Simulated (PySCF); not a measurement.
**Run report: C5H13NSi4, NMR shielding calculation**

System: C5H13NSi4, SMILES [SiH3][SiH2][SiH2][SiH2]c1ccccn1.
Method: GIAO PBE0/pcSseg-1 NMR shielding, non-relativistic, gas phase (PySCF 2.14.0).

The geometry comes from this level: PBE0-D3(BJ)/def2-SVP. It belongs to a series of runs on one base structure; here: H on Si replaced by 2-pyridyl. Figures and captions count atoms from 1; the log counts them from 0 in places.

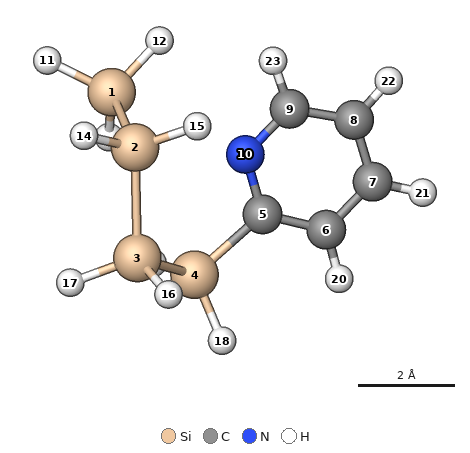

The structure (ball-and-stick view, seen at a tilt; atoms are numbered from 1 in the order of the input). Bond lengths as drawn: C–C 1.39 to 1.40 Å, C–H 1.09 to 1.10 Å, C–N 1.33 to 1.34 Å, C–Si 1.90 Å, H–Si 1.49 to 1.50 Å and Si–Si 2.35 Å.

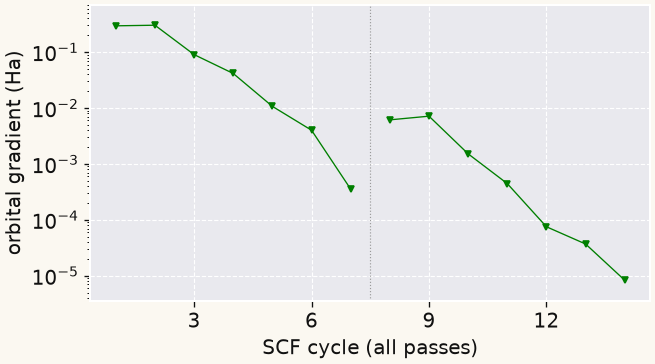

Convergence of the self-consistent field: orbital gradient against the SCF cycle. The dotted line marks the change from a coarse to the final integration grid. The first 7 cycles use a coarse grid, the final grid takes over at cycle 8, and the field converges after 14 cycles in all.

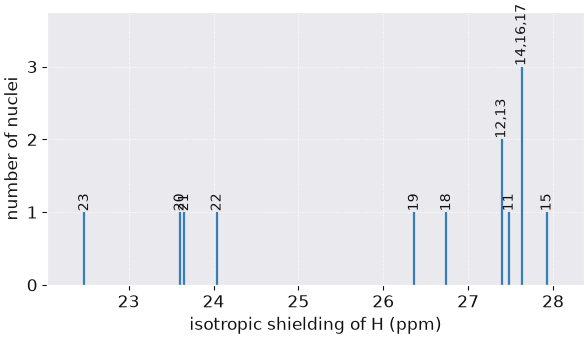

Isotropic shieldings of the hydrogen nuclei in this fixed geometry, labelled by atom number; shielding grows to the right, so chemical shift grows to the left. The least shielded is H23 (22.5 ppm), the most shielded H15 (27.9 ppm).

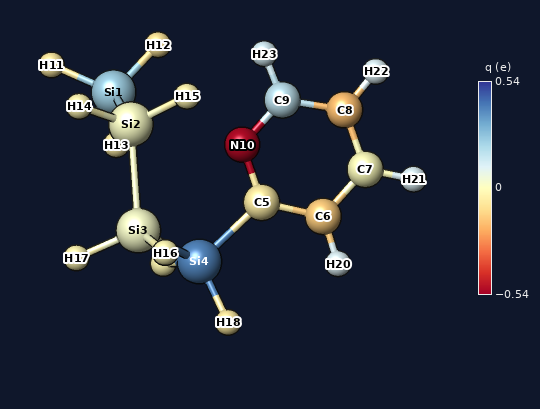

Mulliken charges, as the colour of each atom (ball-and-stick view, seen at a tilt; atoms are numbered from 1 in the order of the input). By element: Si +0.01 to +0.40, C −0.18 to +0.17, N −0.51 and H −0.08 to +0.13 e.

The input and output of the run follow.

### Input
```
{"job": {"kind": "nmr", "xc": "PBE0", "basis": "pcSseg-1"}, "charge": 0, "multiplicity": 1}
Si    -2.276942     1.774652    -0.174382
Si    -2.270993    -0.198946     1.093718
Si    -1.864555    -2.028561    -0.321788
Si    -0.117010    -1.460611    -1.779018
C      1.107745    -0.421282    -0.768262
C      2.492435    -0.627981    -0.763738
C      3.299578     0.183866     0.030241
C      2.701129     1.179528     0.796508
C      1.314766     1.316536     0.733897
N      0.543143     0.542135    -0.020899
H     -3.652391     2.374024    -0.186327
H     -1.354233     2.802793     0.397314
H     -1.900791     1.495051    -1.593271
H     -3.607932    -0.414598     1.743411
H     -1.253325    -0.152613     2.187923
H     -1.493296    -3.255207     0.455007
H     -3.098727    -2.338334    -1.113019
H      0.603823    -2.647128    -2.339197
H     -0.632326    -0.643817    -2.921077
H      2.929653    -1.419810    -1.376564
H      4.382842     0.039414     0.051860
H      3.291688     1.838737     1.435994
H      0.802314     2.084281     1.324934
```

The first line tells a small driver script what to run in PySCF; the rest is the geometry in Å.

Run as:
```bash
OMP_NUM_THREADS=1 python <driver script> task.json out
```

### Output
```
coarse grid: 21048 points
cycle   1  E = -1410.1293631671  dE =  8.558e-01  |g| = 2.952e-01  |ddm| = 4.489e+00
cycle   2  E = -1410.1314622071  dE = -2.099e-03  |g| = 3.026e-01  |ddm| = 7.090e-01
cycle   3  E = -1410.1519736502  dE = -2.051e-02  |g| = 9.030e-02  |ddm| = 3.842e-01
cycle   4  E = -1410.1532742786  dE = -1.301e-03  |g| = 4.147e-02  |ddm| = 9.208e-02
cycle   5  E = -1410.1536861249  dE = -4.118e-04  |g| = 1.071e-02  |ddm| = 5.381e-02
cycle   6  E = -1410.1537145356  dE = -2.841e-05  |g| = 4.008e-03  |ddm| = 1.505e-02
cycle   7  E = -1410.1537187884  dE = -4.253e-06  |g| = 3.542e-04  |ddm| = 4.111e-03
final grid: 184576 points
cycle   8  E = -1410.2080563260  dE = -3.185e-05  |g| = 6.145e-03  |ddm| = 4.170e-02
cycle   9  E = -1410.2080527031  dE =  3.623e-06  |g| = 7.145e-03  |ddm| = 1.451e-02
cycle  10  E = -1410.2080652978  dE = -1.259e-05  |g| = 1.516e-03  |ddm| = 8.555e-03
cycle  11  E = -1410.2080657995  dE = -5.016e-07  |g| = 4.449e-04  |ddm| = 1.841e-03
cycle  12  E = -1410.2080658470  dE = -4.751e-08  |g| = 7.521e-05  |ddm| = 4.661e-04
cycle  13  E = -1410.2080658480  dE = -1.040e-09  |g| = 3.698e-05  |ddm| = 1.019e-04
cycle  14  E = -1410.2080658484  dE = -3.665e-10  |g| = 8.310e-06  |ddm| = 4.274e-05
converged SCF energy = -1410.2080658484

GIAO shielding tensors (ppm)
atom      isotropic    diamagn.    paramagn.     s11        s22        s33       span
  0 Si     454.795     880.024    -425.229    444.367    456.547    463.471     19.103
  1 Si     466.321     880.895    -414.574    452.450    467.365    479.146     26.696
  2 Si     461.214     881.347    -420.133    450.225    462.198    471.219     20.994
  3 Si     421.915     881.912    -459.997    378.125    421.942    465.677     87.551
  4 C       16.138     256.689    -240.551    -82.927    -18.994    150.336    233.262
  5 C       46.707     256.808    -210.101    -74.678     48.845    165.952    240.630
  6 C       43.864     252.985    -209.121    -71.363     23.880    179.076    250.438
  7 C       55.902     258.489    -202.587    -57.090     49.191    175.606    232.696
  8 C       30.254     253.464    -223.210    -84.395     25.082    150.075    234.470
  9 N     -107.231     333.813    -441.044   -417.249   -191.229    286.784    704.033
 10 H       27.482      28.664      -1.182     23.988     24.495     33.963      9.976
 11 H       27.385      30.445      -3.060     23.135     26.721     32.300      9.165
 12 H       27.402      30.214      -2.812     23.416     27.750     31.039      7.623
 13 H       27.589      29.226      -1.638     23.478     24.868     34.419     10.942
 14 H       27.927      30.813      -2.886     24.026     27.351     32.405      8.378
 15 H       27.635      29.461      -1.826     23.940     25.106     33.859      9.919
 16 H       27.663      29.258      -1.596     24.102     25.225     33.661      9.558
 17 H       26.744      29.339      -2.595     22.457     25.553     32.223      9.766
 18 H       26.365      29.321      -2.956     23.385     25.037     30.672      7.286
 19 H       23.604      31.097      -7.493     20.008     22.056     28.747      8.739
 20 H       23.657      28.233      -4.576     20.247     24.161     26.564      6.317
 21 H       24.040      29.748      -5.708     20.898     24.219     27.004      6.106
 22 H       22.480      33.196     -10.717     17.937     20.851     28.651     10.715
```

### Key numbers

```tsv
quantity	value
outcome	converged
total energy	−1410.208066 hartree
HOMO	−7.47 eV
LUMO	−1.43 eV
dipole moment	3.62 D
isotropic shielding, Si	421.9 to 466.3 ppm
isotropic shielding, C	16.1 to 55.9 ppm
isotropic shielding, N	−107.2 ppm
isotropic shielding, H	22.5 to 27.9 ppm
hardware	1 CPU thread, shared host
wall time	81 s
peak memory	1.3 GiB
```
